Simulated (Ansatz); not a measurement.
Consider GeH4O2···H2.

Input file:

```
crystal:
  periodic: [false, false, false]
  atoms:
    - { symbol: Ge, position_ang: [0.0, 0.0, 0.0] }
    - { symbol: O, position_ang: [0.0, 0.0, 2.12] }
    - { symbol: H, position_ang: [-0.9095, -0.2814, 2.4571] }
    - { symbol: H, position_ang: [1.4616, 0.0, -0.5162] }
    - { symbol: H, position_ang: [-0.73, 1.2648, -0.5162] }
    - { symbol: O, position_ang: [-0.8337, -1.4443, -0.5894] }
    - { symbol: H, position_ang: [-1.2883, -1.91, 0.183] }
    - { symbol: H, position_ang: [0.6884, -1.615, 0.5833] }
    - { symbol: H, position_ang: [0.5338, -1.2523, 1.5265] }
basis:
  gaussian: { orbitals: def2-SVP }
hamiltonian:
  xc: r2scan
  dispersion: d4
relax:
  f_tol: 0.15
  max_steps: 25
  restrain:
    - { distance: [0, 7], at: 2.75, k: 30.0 }
    - { distance: [8, 1], at: 2.21, k: 30.0 }
    - { distance: [0, 1], at: 1.77, k: 30.0 }
    - { distance: [8, 7], at: 0.66, k: 30.0 }
output:
  orbitals: {}
```

Run with:

```sh
ansatz run input.yaml --threads 2 --pin off --max-ram 3072MiB --backend cpu --events-out ev --progress --plain --runs-dir out
```

The fields are those of the run's last geometry, not of the input's.

Not at a stationary point (largest force 1.8 eV/Å).

Level of theory: Ansatz, RKS r2SCAN-D4/def2-SVP.

Question: What can the converged electron density and electron localisation function tell about the bonding?

Answer: Ge–O (1.78 Å): ρ is about 0.95 e/Å³ halfway; the ELF peaks at about 0.85 in the valence shell of O, 0.6 Å from its nucleus, and is about 0.30 at the midpoint.
O–H (0.97 Å): ρ at the midpoint is about 3.6 e/Å³; the ELF climbs to about 1 towards the hydrogen, as it does in any bond to H (an ordinary covalent bond to hydrogen).
Ge–H (1.53 Å): the density is about 1.1 e/Å³ at the midpoint; the ELF climbs to about 1 towards the hydrogen.

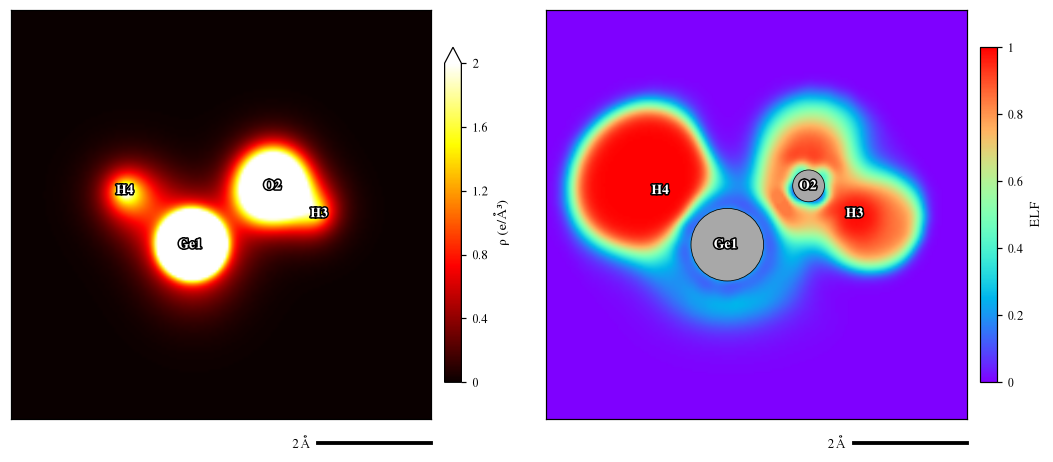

Computed electron density and electron localisation function on the plane of atoms O2, Ge1 and H4, in this order. Grey discs cover the atomic cores in the ELF map. 
